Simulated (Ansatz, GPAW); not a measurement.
# A 13-layer slab of Nb(111): work function by functional and basis, part 3 of 4

Aim: the work function of both faces of a 13-layer slab of Nb(111), and its spread over functionals and bases.

GPAW 26.7.0 and Ansatz 0.2.0; Ansatz plane waves; slab in vacuum with a dipole correction, relaxation (the session's first sound run).

So far, upper work function (eV): step 2 (relaxation, PBE) 3.80; step 3 (plane waves, PBE) 3.80; step 4 (self-consistent run: xc = "RPBE") 3.66.

## 5. OptPBE vdW: xc = "optPBE-vdW"

Level of this step: GPAW, PAW setups; slab in vacuum (GPAW).

The same geometry under optPBE-vdW, to see how far the functional moves the levels against the vacuum (the van der Waals functionals take revPBE setups).

run.py

```python
import json
import numpy as np
from ase import Atoms
from gpaw import GPAW, PW

slab = Atoms(
    ['Nb', 'Nb', 'Nb', 'Nb', 'Nb', 'Nb', 'Nb', 'Nb', 'Nb', 'Nb', 'Nb', 'Nb', 'Nb'],
    positions=[
        [0.00000, 0.00000, 7.00000],
        [2.33345, 1.34722, 7.95263],
        [4.66690, 2.69444, 8.90526],
        [0.00000, 0.00000, 9.85788],
        [2.33345, 1.34722, 10.81051],
        [4.66690, 2.69444, 11.76314],
        [0.00000, 0.00000, 12.73969],
        [2.33345, 1.34722, 13.68280],
        [4.66690, 2.69444, 14.64169],
        [-0.00000, 0.00000, 15.54767],
        [2.33345, 1.34722, 16.62663],
        [4.66690, 2.69444, 17.44720],
        [-0.00000, 0.00000, 18.13491]],
    cell=[[4.6669, 0.0, 0.0], [2.33345, 4.04166, 0.0], [0.0, 0.0, 25.43154]],
    pbc=[True, True, False])

slab.calc = GPAW(mode=PW(400), xc='optPBE-vdW', kpts={'size': (8, 8, 1), 'gamma': True},
                 occupations={'name': 'fermi-dirac', 'width': 0.1}, nbands='160%',
                 convergence={'density': 1e-05}, maxiter=200,
                 poissonsolver={'dipolelayer': 'xy'},
                 symmetry={'tolerance': 1e-3}, txt='slab.txt')
result = {}
energy = slab.get_potential_energy()
fermi = slab.calc.get_fermi_level()
v = slab.calc.get_electrostatic_potential().mean((0, 1)) - fermi
n = slab.calc.get_pseudo_density().mean((0, 1))
L = slab.cell[2, 2]
z = np.arange(len(v)) * L / len(v)
low, high = slab.positions[:, 2].min(), slab.positions[:, 2].max()
below, above = np.interp([low - 4.8, high + 4.8], z, v)
slopes = [np.interp(x, z, np.gradient(v, z)) for x in (low - 4.8, high + 4.8)]
eps = np.array([[slab.calc.get_eigenvalues(k, s) for k in range(len(slab.calc.get_ibz_k_points()))]
                for s in range(slab.calc.get_number_of_spins())]) - fermi
top, bottom = eps[eps < 0].max(), eps[eps > 0].min()
dipole = slab.get_dipole_moment()[2]
print(f'energy {energy:.4f} eV, Fermi level {fermi:.4f} eV, dipole {dipole:.5f} e A')
print(f'potential 4.8 A off the faces, from the Fermi level: lower {below:.4f} eV, upper {above:.4f} eV')
print(f'slope of the potential there: lower {slopes[0]:.5f}, upper {slopes[1]:.5f} eV/A')
print(f'nearest levels on the mesh: {top:.4f} and {bottom:.4f} eV')
print('magnetic moment', round(slab.get_magnetic_moment(), 3))
result.update(energy=energy, fermi=fermi, dipole=dipole, below=below, above=above, slopes=slopes, edges=[top, bottom],
              z=z.tolist(), v=v.tolist(), n=n.tolist(), positions=slab.positions.tolist(),
              forces=slab.get_forces(apply_constraint=False).tolist(), moments=slab.get_magnetic_moments().tolist())
json.dump(result, open('result.json', 'w'))
```

The run is started by

```
$ OMP_NUM_THREADS=1 OPENBLAS_NUM_THREADS=1 python run.py
```

What it wrote:

```text
energy -301.5102 eV, Fermi level 3.7203 eV, dipole -0.03906 e A
potential 4.8 A off the faces, from the Fermi level: lower 3.6418 eV, upper 4.0160 eV
slope of the potential there: lower -0.00308, upper 0.00279 eV/A
nearest levels on the mesh: -0.0098 and 0.0122 eV
magnetic moment 0.0
```

It took 16 min on 1 thread of AMD EPYC 7R43, shared host; peak memory 0.88 GiB.

Numbers from this step:

```yaml
dipole_along_the_normal: -0.03906 e·Å
levels_nearest_the_fermi_level_on_the_mesh: -0.009825, 0.01219 eV from the Fermi level
upper_work_function: 4.016 eV
lower_work_function: 3.642 eV
```

The electrostatic potential energy of an electron (without an applied field's), less the Fermi level, planar mean oscillates, so the rows of the table below give means over windows of 2 Å about each position, cut where the curve ends. Its maxima inside the range that stand out by 2 % of the span (Å: eV): 8.5: -10.8, 9.4: -10.9, 10.4: -10.8, 11.3: -10.8, 12.3: -10.5, 13.2: -10.9, 14.2: -10.8, 15.2: -11.3, 16.1: -9.17. Its minima: 7.9: -12.0, 8.9: -12.1, 9.9: -12.0, 10.8: -12.0, 11.8: -11.9, 12.7: -12.0, 13.7: -12.1, 14.6: -12.3, 15.5: -11.8, 17.6: -15.4.

Table of electrostatic potential energy of an electron (without an applied field's), less the Fermi level, planar mean by z; means over each step:

```
z (Å)  electrostatic potential energy of an electron (without an applied field's), less the Fermi level, planar mean (eV)
    0                                                                                                                3.68
    2                                                                                                                3.64
    4                                                                                                                3.56
    6                                                                                                              -0.819
    8                                                                                                               -11.2
   10                                                                                                               -11.4
   12                                                                                                               -11.3
   14                                                                                                               -11.5
   16                                                                                                               -11.2
   18                                                                                                               -10.8
   20                                                                                                                3.10
   22                                                                                                                4.00
   24                                                                                                                4.02
```

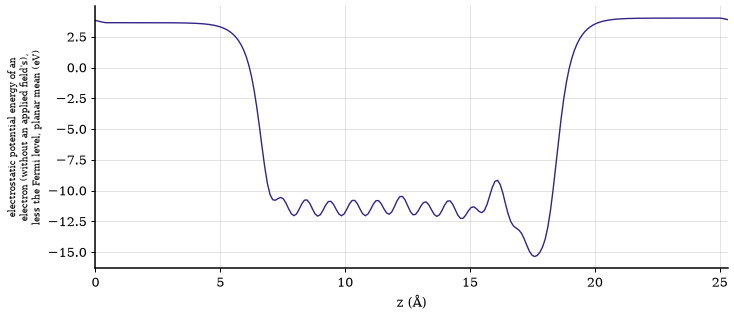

Electrostatic potential energy of an electron (without an applied field's), less the Fermi level, planar mean, plotted against z.

The upper face's work function is 4.016 eV, against 3.801 eV in the first plane-wave PBE run at this geometry.

## 6. Self-consistent run: xc = "LDA"

The same geometry under LDA, to see how far the functional moves the levels against the vacuum.

Changes to run.py since step 5:

```diff
@@ -24,3 +24,3 @@
 
-slab.calc = GPAW(mode=PW(400), xc='optPBE-vdW', kpts={'size': (8, 8, 1), 'gamma': True},
+slab.calc = GPAW(mode=PW(400), xc='LDA', kpts={'size': (8, 8, 1), 'gamma': True},
                  occupations={'name': 'fermi-dirac', 'width': 0.1}, nbands='160%',
```

What it wrote:

```text
energy -141.3858 eV, Fermi level 3.5527 eV, dipole -0.04165 e A
potential 4.8 A off the faces, from the Fermi level: lower 3.6740 eV, upper 4.0729 eV
slope of the potential there: lower -0.00132, upper 0.00128 eV/A
nearest levels on the mesh: -0.0080 and 0.0194 eV
magnetic moment 0.0
```

Wall time 15 min (1 thread); peak memory 0.52 GiB.

Numbers from this step:

| Quantity | Value |
| --- | --- |
| dipole along the normal | -0.04165 e·Å |
| levels nearest the Fermi level on the mesh | -0.008015, 0.01942 eV from the Fermi level |
| upper work function | 4.073 eV |
| lower work function | 3.674 eV |

The electrostatic potential energy of an electron (without an applied field's), less the Fermi level, planar mean oscillates, so the rows of the table below give means over windows of 1 Å about each position, cut where the curve ends. Its maxima inside the range that stand out by 2 % of the span (Å: eV): 8.5: -10.5, 9.4: -10.6, 10.4: -10.5, 11.3: -10.5, 12.3: -10.2, 13.2: -10.7, 14.2: -10.6, 15.2: -11.1, 16.1: -8.88. Its minima: 7.9: -11.8, 8.9: -11.8, 9.9: -11.8, 10.8: -11.8, 11.8: -11.7, 12.7: -11.7, 13.7: -11.8, 14.6: -12.0, 15.5: -11.5, 17.6: -15.1.

Table of electrostatic potential energy of an electron (without an applied field's), less the Fermi level, planar mean by z; means over each step:

```
z (Å)  electrostatic potential energy of an electron (without an applied field's), less the Fermi level, planar mean (eV)
    0                                                                                                                3.75
    1                                                                                                                3.67
    2                                                                                                                3.67
    3                                                                                                                3.67
    4                                                                                                                3.64
    5                                                                                                                3.34
    6                                                                                                               0.718
    7                                                                                                               -8.80
    8                                                                                                               -11.1
    9                                                                                                               -11.1
   10                                                                                                               -11.1
   11                                                                                                               -11.1
   12                                                                                                               -10.9
   13                                                                                                               -11.2
   14                                                                                                               -11.2
   15                                                                                                               -11.5
   16                                                                                                               -10.0
   17                                                                                                               -13.2
   18                                                                                                               -12.7
   19                                                                                                              -0.439
   20                                                                                                                3.57
   21                                                                                                                4.02
   22                                                                                                                4.07
   23                                                                                                                4.07
   24                                                                                                                4.07
   25                                                                                                                4.05
```

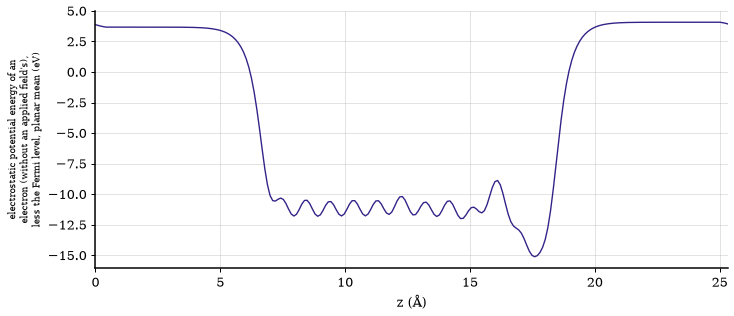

Electrostatic potential energy of an electron (without an applied field's), less the Fermi level, planar mean against z.

The upper face's work function is 4.073 eV, against 3.801 eV in the first plane-wave PBE run at this geometry.

## 7. Self-consistent run: xc = "revPBE"

The same geometry under revPBE, to see how far the functional moves the levels against the vacuum.

Changes to run.py since step 6:

```diff
@@ -24,3 +24,3 @@
 
-slab.calc = GPAW(mode=PW(400), xc='LDA', kpts={'size': (8, 8, 1), 'gamma': True},
+slab.calc = GPAW(mode=PW(400), xc='revPBE', kpts={'size': (8, 8, 1), 'gamma': True},
                  occupations={'name': 'fermi-dirac', 'width': 0.1}, nbands='160%',
```

What it wrote:

```text
energy -123.4134 eV, Fermi level 3.9098 eV, dipole -0.04318 e A
potential 4.8 A off the faces, from the Fermi level: lower 3.2600 eV, upper 3.6735 eV
slope of the potential there: lower -0.00176, upper 0.00172 eV/A
nearest levels on the mesh: -0.0028 and 0.0176 eV
magnetic moment 0.0
```

Wall time 14 min (1 thread); peak memory 0.53 GiB.

Numbers from this step:

```
dipole along the normal                    : -0.04318 e·Å
levels nearest the Fermi level on the mesh : -0.002805, 0.01765 eV from the Fermi level
upper work function                        : 3.674 eV
lower work function                        : 3.260 eV
```

The electrostatic potential energy of an electron (without an applied field's), less the Fermi level, planar mean oscillates, so the rows of the table below give means over windows of 2 Å about each position, cut where the curve ends. Its maxima inside the range that stand out by 2 % of the span (Å: eV): 8.5: -10.8, 9.4: -10.9, 10.4: -10.8, 11.3: -10.9, 12.3: -10.5, 13.2: -11.0, 14.2: -10.9, 15.2: -11.4, 16.1: -9.20. Its minima: 7.9: -12.1, 8.9: -12.1, 9.9: -12.1, 10.8: -12.1, 11.8: -12.0, 12.7: -12.0, 13.7: -12.1, 14.6: -12.3, 15.5: -11.8, 17.6: -15.4.

Table of electrostatic potential energy of an electron (without an applied field's), less the Fermi level, planar mean by z; means over each step:

```
z (Å)  electrostatic potential energy of an electron (without an applied field's), less the Fermi level, planar mean (eV)
    0                                                                                                                3.30
    2                                                                                                                3.26
    4                                                                                                                3.20
    6                                                                                                              -0.993
    8                                                                                                               -11.3
   10                                                                                                               -11.5
   12                                                                                                               -11.3
   14                                                                                                               -11.6
   16                                                                                                               -11.3
   18                                                                                                               -10.8
   20                                                                                                                2.85
   22                                                                                                                3.66
   24                                                                                                                3.67
```

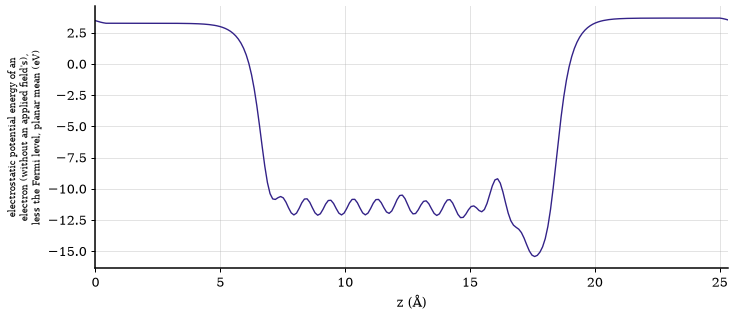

Electrostatic potential energy of an electron (without an applied field's), less the Fermi level, planar mean, plotted against z.

The upper face's work function is 3.674 eV, against 3.801 eV in the first plane-wave PBE run at this geometry.

## 8. Self-consistent run: xc = "vdW-DF2"

The same geometry under vdW-DF2, to see how far the functional moves the levels against the vacuum (the van der Waals functionals take revPBE setups).

Changes to run.py since step 7:

```diff
@@ -24,3 +24,3 @@
 
-slab.calc = GPAW(mode=PW(400), xc='revPBE', kpts={'size': (8, 8, 1), 'gamma': True},
+slab.calc = GPAW(mode=PW(400), xc='vdW-DF2', kpts={'size': (8, 8, 1), 'gamma': True},
                  occupations={'name': 'fermi-dirac', 'width': 0.1}, nbands='160%',
```

What it wrote:

```text
energy -1166.9655 eV, Fermi level 3.7406 eV, dipole -0.03388 e A
potential 4.8 A off the faces, from the Fermi level: lower 3.8504 eV, upper 4.1749 eV
slope of the potential there: lower -0.00285, upper 0.00247 eV/A
nearest levels on the mesh: -0.0020 and 0.0103 eV
magnetic moment 0.0
```

Wall time 15 min (1 thread); peak memory 0.86 GiB.

Numbers from this step:

* dipole along the normal: -0.03388 e·Å
* levels nearest the Fermi level on the mesh: -0.001995, 0.01029 eV from the Fermi level
* upper work function: 4.175 eV
* lower work function: 3.850 eV

The upper face's work function is 4.175 eV, against 3.801 eV in the first plane-wave PBE run at this geometry.

(Part 3 of 4 ends here.)

[Logs are printed without paths, hosts, clocks, repeated set-up lines and the standing remarks that a program may print on its own settings, such as how far it seeks lower states.]

[Hosts, paths, dates, database ids (printed as entryN), source tags and the programs' standing remarks are cut or masked in the printed files.]
